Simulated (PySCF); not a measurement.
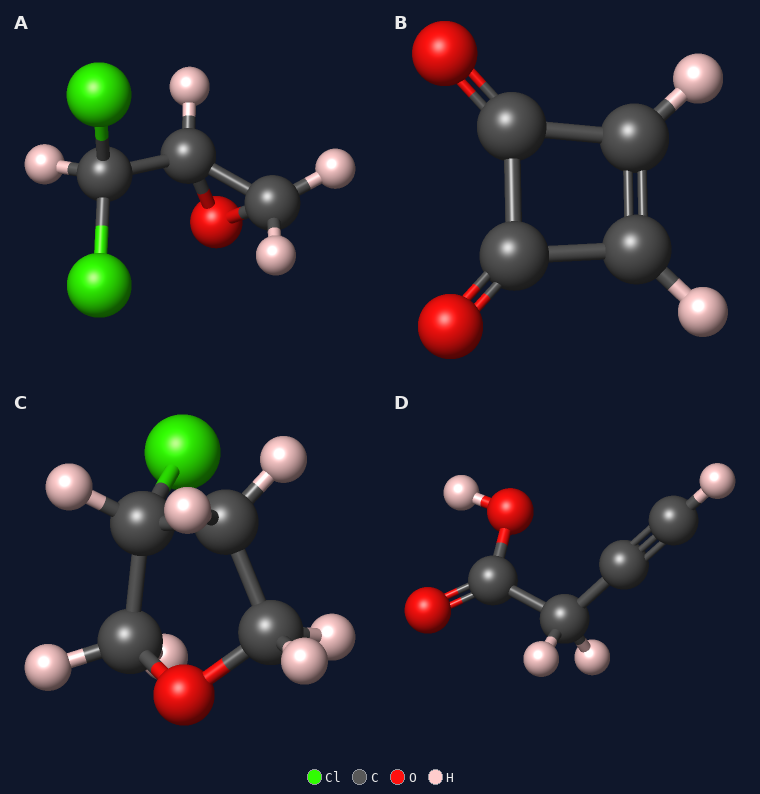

The picture comes from a calculation with PySCF.

> Which panel belongs to which SMILES?
(1) C#CCC(=O)O
(2) O=c1ccc1=O
(3) ClC(Cl)[C@H]1CO1
(4) Cl[C@@H]1CCOC1

A is (3), B is (2), C is (4), D is (1).
